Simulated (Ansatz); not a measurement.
## Response to strain in Rh

The reference is Rh in the fcc (Cu type) structure (space group Fm-3m, No. 225; relaxed with 0.1 eV smearing).

```yaml
crystal:
  lattice:
    - [0.00000, 1.89079, 1.89079]
    - [1.89079, 0.00000, 1.89079]
    - [1.89079, 1.89079, 0.00000]
  atoms:
    - { symbol: Rh, position: [0.00000, 0.00000, 0.00000] }
```

Cartesian axes are those of the cell as printed.

Strains are applied to the cell and any free atomic positions relax.

Level of theory: Ansatz (a first-principles code), PBEsol, PAW, cutoff 420 eV, spin-orbit coupling left out.

Notes on the quantities. energy relative to the base: free energy F.

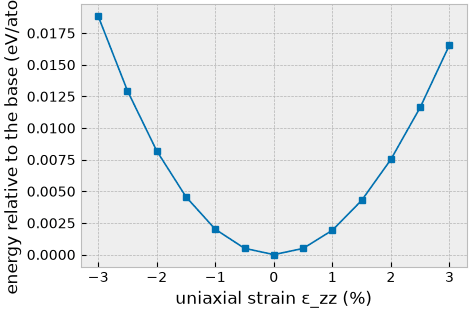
Energy relative to the base against uniaxial strain ε_zz

```json
[
 {"uniaxial strain ε_zz (%)": "-3", "energy relative to the base": "+19 meV/atom"},
 {"uniaxial strain ε_zz (%)": "-2.5", "energy relative to the base": "+13 meV/atom"},
 {"uniaxial strain ε_zz (%)": "-2", "energy relative to the base": "+8.2 meV/atom"},
 {"uniaxial strain ε_zz (%)": "-1.5", "energy relative to the base": "+4.6 meV/atom"},
 {"uniaxial strain ε_zz (%)": "-1", "energy relative to the base": "+2.0 meV/atom"},
 {"uniaxial strain ε_zz (%)": "-0.5", "energy relative to the base": "+0.5 meV/atom"},
 {"uniaxial strain ε_zz (%)": "0.5", "energy relative to the base": "+0.5 meV/atom"},
 {"uniaxial strain ε_zz (%)": "1", "energy relative to the base": "+1.9 meV/atom"},
 {"uniaxial strain ε_zz (%)": "1.5", "energy relative to the base": "+4.3 meV/atom"},
 {"uniaxial strain ε_zz (%)": "2", "energy relative to the base": "+7.5 meV/atom"},
 {"uniaxial strain ε_zz (%)": "2.5", "energy relative to the base": "+12 meV/atom"},
 {"uniaxial strain ε_zz (%)": "3", "energy relative to the base": "+17 meV/atom"}
]
```

Whether these cells are dynamically stable was not tested. The final runs are not spin-polarised. Rh lies near a magnetic instability that expansion can trigger; it was not tested.
